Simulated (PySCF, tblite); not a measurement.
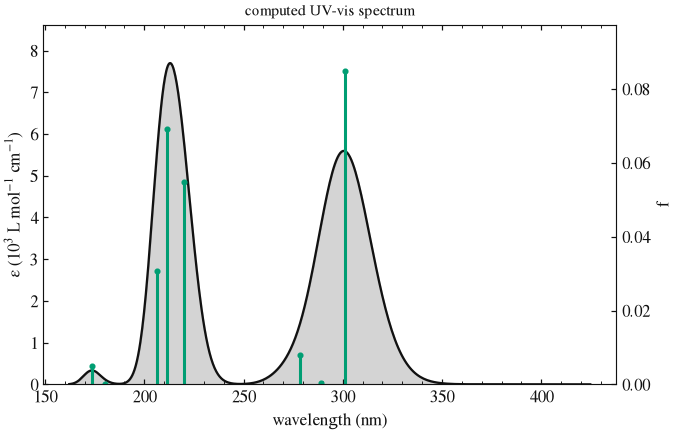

Computed absorption of C₇H₁₁⁺, SMILES C[C@@H]1CC=C[CH+]C1. Vertical TDDFT excitations, CAM-B3LYP/def2-SVPD in PySCF, at a GFN2-xTB geometry (a minimum by its frequencies), gas phase. Only the first 8 singlet excitations are included; each is broadened by a Gaussian of 1/e half-width 0.25 eV. Sticks give oscillator strengths (right axis).

Does any vertical transition fall in the visible?

No singlet lies below 3.1 eV (beyond 400 nm), so at this level no vertical transition falls in the visible.

List the transitions behind the spectrum.

```csv
state,E (eV),λ (nm),f,main character
S1,4.12,301,0.085,HOMO → LUMO (96 %)
S2,4.29,289,0.000,HOMO−1 → LUMO (89 %)
S3,4.45,278,0.008,HOMO−2 → LUMO (88 %)
S4,5.64,220,0.055,HOMO−3 → LUMO (58 %)
S5,5.86,212,0.069,HOMO−5 → LUMO (52 %)
S6,6.00,207,0.031,HOMO−4 → LUMO (86 %)
S7,6.88,180,0.000,HOMO−8 → LUMO (70 %)
S8,7.14,174,0.005,HOMO−6 → LUMO (89 %)
```

Known limits of this run: the tight-binding geometry is rougher than a DFT one and adds to the error; one conformer of a flexible molecule; core orbitals are frozen in the response.
